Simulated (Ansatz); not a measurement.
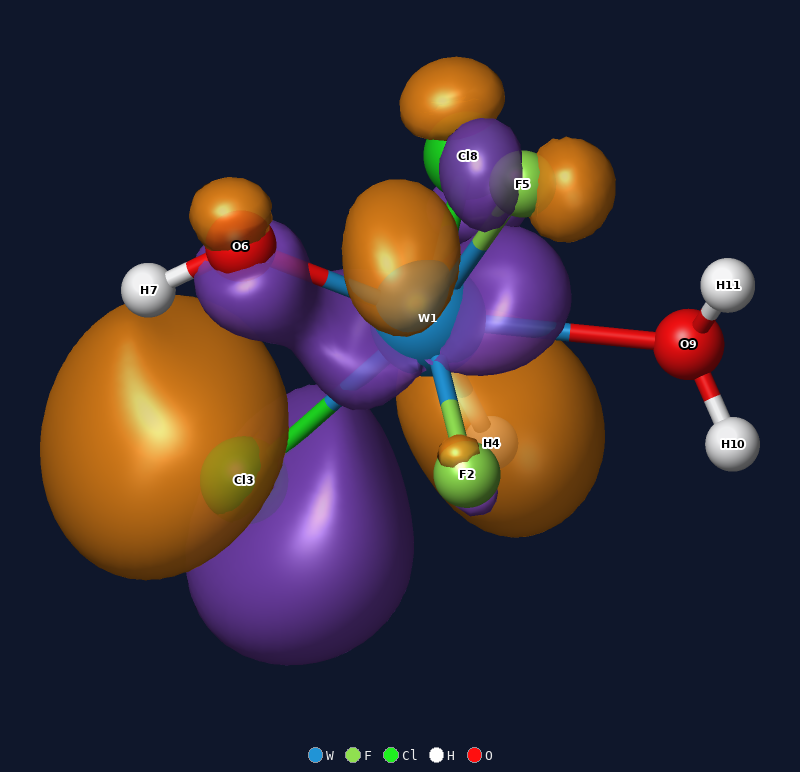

The picture shows: Cl$_{2}$F$_{2}$H$_{4}$O$_{2}$W. One frontier orbital at ±0.08 Å⁻³ᐟ² (orange and purple are the two phases), seen at a tilt.

Core potentials replace the inner electrons of W.

These are results of RKS BHLYP-D4/def2-SVP (Ansatz 0.2.0), not measurements.

Input file:

```
crystal:
  periodic: [false, false, false]
  atoms:
    - { symbol: W, position_ang: [0.160621, -0.42768, 0.140205] }
    - { symbol: F, position_ang: [0.419416, -0.076943, 1.944121] }
    - { symbol: Cl, position_ang: [2.110385, -1.875448, 0.17793] }
    - { symbol: H, position_ang: [1.633854, 0.296536, 0.052362] }
    - { symbol: F, position_ang: [-1.468241, 0.429354, 0.423638] }
    - { symbol: O, position_ang: [-0.539956, -2.114476, -0.100203] }
    - { symbol: H, position_ang: [0.043049, -2.87558, -0.212835] }
    - { symbol: Cl, position_ang: [0.20521, 0.34645, -1.982434] }
    - { symbol: O, position_ang: [0.683686, 2.504485, 1.083272] }
    - { symbol: H, position_ang: [1.595868, 2.785725, 1.017892] }
    - { symbol: H, position_ang: [0.629608, 2.038178, 1.941053] }
basis:
  gaussian: { orbitals: def2-SVP }
hamiltonian:
  xc: { name: BHLYP }
  dispersion: d4
relax:
  f_tol: 0.03
  max_steps: 50
output:
  orbitals: {}
```

Run with:

```sh
ansatz run input.yaml --threads 4 --pin off --max-ram 5120MiB --backend cpu --events-out ev --progress --plain --runs-dir out
```

The fields are those of the run's last geometry, not of the input's.

Which orbital is it: HOMO or LUMO?

The HOMO, at −9.34 eV. By Hirshfeld shares it lies mainly on Cl3 (about 65 %), W1 (about 15 %) and H4 (about 10 %); largely a lone pair of Cl3.
